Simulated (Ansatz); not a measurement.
# C₄H₇Al (SMILES C#[C][Al]([CH3])[CH3]): what the fields show

```xyz
12

C    -0.5113    2.9732    0.5170
C    -0.3080    1.7960    0.3156
Al    0.0090   -0.0701    0.0012
C    -0.8148   -1.3762    1.1876
C     1.1514   -0.5443   -1.5024
H    -0.6903    4.0097    0.6939
H    -0.0555   -2.0095    1.6590
H    -1.4705   -2.0518    0.6274
H    -1.4071   -0.9138    1.9799
H     2.1558   -0.1282   -1.3689
H     0.7660   -0.1167   -2.4338
H     1.2523   -1.6232   -1.6425
```

Geometry: PBE0-D4/def2-TZVP.

All numbers below come from RKS PBE0-D4/def2-TZVPP (Ansatz 0.2.0).

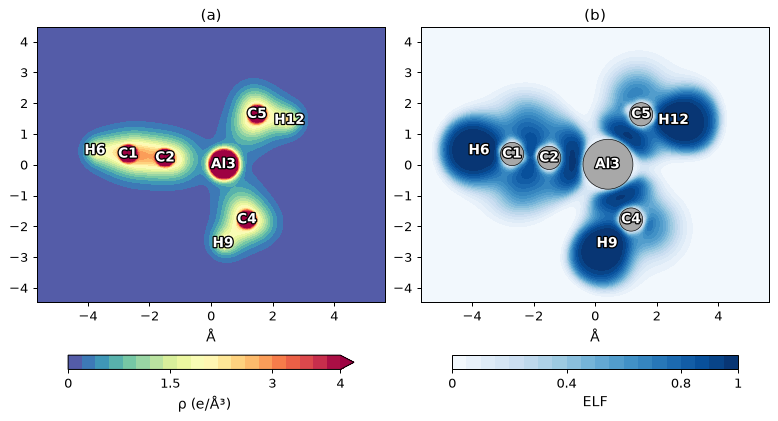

Figure 1. (a) total electron density; (b) electron localisation function on the plane of atoms C2, Al3 and C4. Grey discs cover the atomic cores in the ELF map.

> What do the fields say about this system?

The section cuts through C, Al and H sites.
C–C (1.21 Å): the density is about 2.9 e/Å³ at the midpoint; the ELF peaks at about 0.85 between the atoms (a multiple bond).
C–Al (1.92 Å): ρ at the midpoint is about 0.72 e/Å³; the ELF peaks at about 0.95 between the atoms, as expected for a shared but strongly polarised pair.
C–H (1.07 Å): ρ is about 2.1 e/Å³ halfway; the ELF climbs to about 1 towards the hydrogen, as it does in any bond to H; a covalent bond by its length.

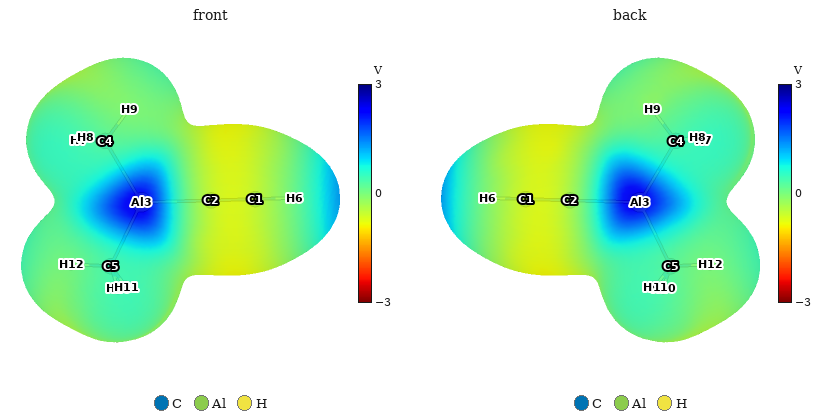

Figure 2. The molecular electrostatic potential painted on the density surface at 0.001 e/bohr³, seen from the front and from behind; red is negative and blue positive.

> Which sites attract a positive test charge, and which a negative one?

A positive charge is drawn to the negative regions and a negative charge to the positive ones. The most negative region (about −0.9 V, or −21 kcal/mol for a unit charge) lies over C1 and C2, the most positive (about +2.3 V, or +53 kcal/mol for a unit charge) over Al3.

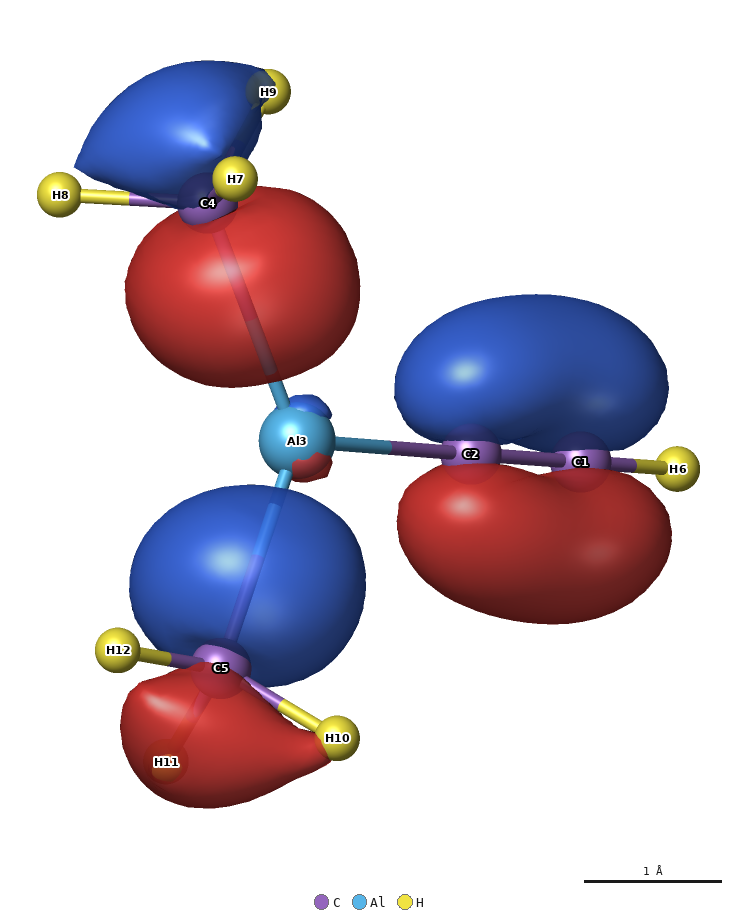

Figure 3. One frontier orbital at ±0.15 Å⁻³ᐟ² (red and blue are the two phases), seen at an oblique angle.

> Which orbital is it: HOMO or LUMO?

The HOMO, at −7.59 eV. By Hirshfeld shares it lies mainly on C1 (about 20 %), C4 (about 20 %), C5 (about 20 %), C2 (about 15 %) and Al3 (about 10 %).
